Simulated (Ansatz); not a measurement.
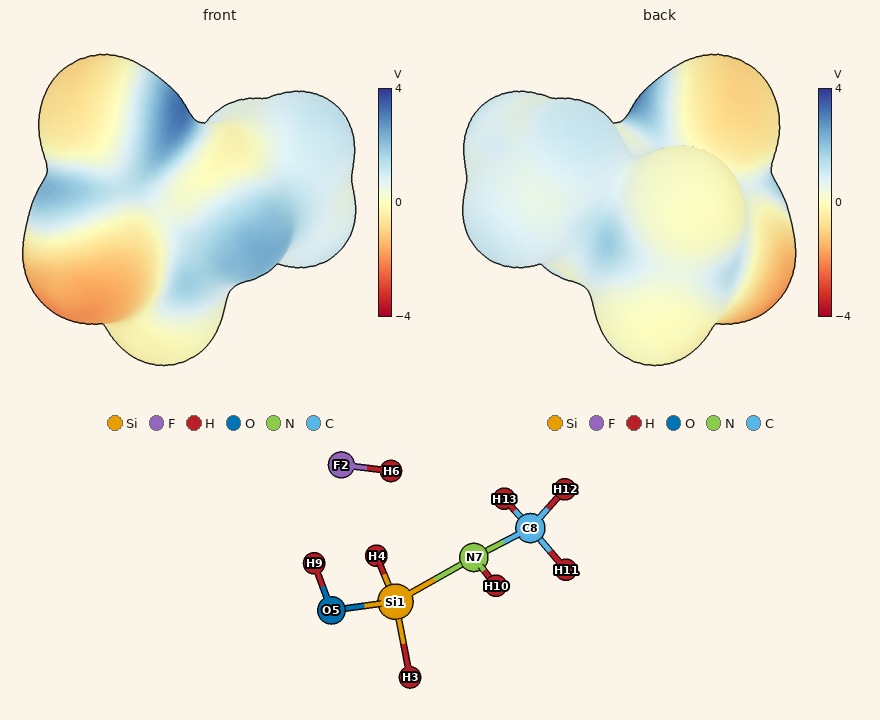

Figure. CH₇NOSi···HF. The molecular electrostatic potential painted on the density surface at 0.004 e/bohr³, seen from the front and from behind; red is negative and blue positive. The bare structure is drawn below in the same view.

Not at a stationary point (largest force 1.6 eV/Å).

Computed with Ansatz 0.2.0, UKS B3LYP/6-31G*.

```json
{"atom": "Si", "x (Å)": "-1.0580", "y (Å)": "-0.6644", "z (Å)": "-0.0618"}
{"atom": "F", "x (Å)": "0.4881", "y (Å)": "-0.4273", "z (Å)": "2.4888"}
{"atom": "H", "x (Å)": "-1.8728", "y (Å)": "-1.0894", "z (Å)": "-1.2316"}
{"atom": "H", "x (Å)": "-1.7144", "y (Å)": "0.4866", "z (Å)": "0.6127"}
{"atom": "O", "x (Å)": "-0.9006", "y (Å)": "-2.0351", "z (Å)": "0.8483"}
{"atom": "H", "x (Å)": "0.9804", "y (Å)": "-0.1742", "z (Å)": "1.7494"}
{"atom": "N", "x (Å)": "0.5565", "y (Å)": "-0.0265", "z (Å)": "-0.5134"}
{"atom": "C", "x (Å)": "0.6928", "y (Å)": "1.3376", "z (Å)": "-1.0381"}
{"atom": "H", "x (Å)": "-0.4534", "y (Å)": "-1.8554", "z (Å)": "1.6917"}
{"atom": "H", "x (Å)": "1.0968", "y (Å)": "-0.6909", "z (Å)": "-1.0625"}
{"atom": "H", "x (Å)": "0.3618", "y (Å)": "1.4516", "z (Å)": "-2.0815"}
{"atom": "H", "x (Å)": "1.7353", "y (Å)": "1.6728", "z (Å)": "-0.9752"}
{"atom": "H", "x (Å)": "0.0878", "y (Å)": "2.0145", "z (Å)": "-0.4270"}
```

**Where is the surface potential most negative and most positive?**

The most negative region (about −1.9 V) lies over O5, the most positive (about +3.1 V) over H6. O5 is the likeliest acceptor of a hydrogen bond.
